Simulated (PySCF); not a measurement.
CH4Si, SMILES `C=[SiH2]`.

Method: LDA (SVWN)/6-31+G*; geometry: GFN2-xTB; program: PySCF. No frequency check shows the geometry to be a minimum. The basis has diffuse s and p functions alone, which still leaves polarisabilities too small, most of all across bonds.

Cartesian coordinates (Å):

```
C1       1.1858    0.0000    0.0000
Si2     -0.5618    0.0000    0.0000
H3       1.7652   -0.9077    0.0000
H4       1.7652    0.9077    0.0000
H5      -1.3902    1.2002    0.0000
H6      -1.3903   -1.2002    0.0000
```

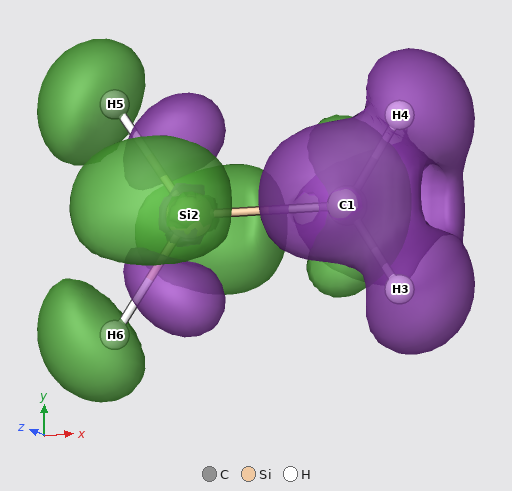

Change of the electron density in a uniform field of 0.21 V/Å, surfaces at ±0.002 e/Å³ (purple: gain, green: loss).

Along which Cartesian direction does the field point?

Answer. Along −x: electrons gather on the +x side, against the field.

How large is the response?

Answer. The induced dipole is 0.62 D (along the field); α along this axis, from the fields in both directions, is 61 bohr³ (9.1 Å³).

Which atoms gain and lose the most charge?

Answer. Electrons gather most on C1 (Hirshfeld charge changes by −0.018 e) and leave Si2 most (+0.020 e); 0.051 electrons are displaced in all.
